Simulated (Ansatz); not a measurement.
The starting structures come from a database of crystals and need not be the phases stable at ambient conditions.

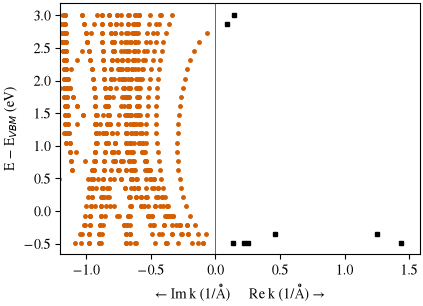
Figure: Complex bands at the centre of the two-dimensional zone; Ansatz (a first-principles code) with PBEsol

The gap is the functional's own, uncorrected, and κ follows it; spin-orbit coupling is left out. Mid-gap values are interpolated between the computed energies.

Task: This is Sr$_{2}$SnO$_{4}$ (I4/mmm, not sure to be the ambient phase, 7 atoms a cell, 14.9 Å³ an atom) along the normal of (100). Read off the slowest decay at the centre of the two-dimensional zone at 1.33 eV, the computed energy nearest the middle of the gap.

Result: κ ≈ 0.29 1/Å, a decay length 1/(2κ) of the density of 1.7 Å.
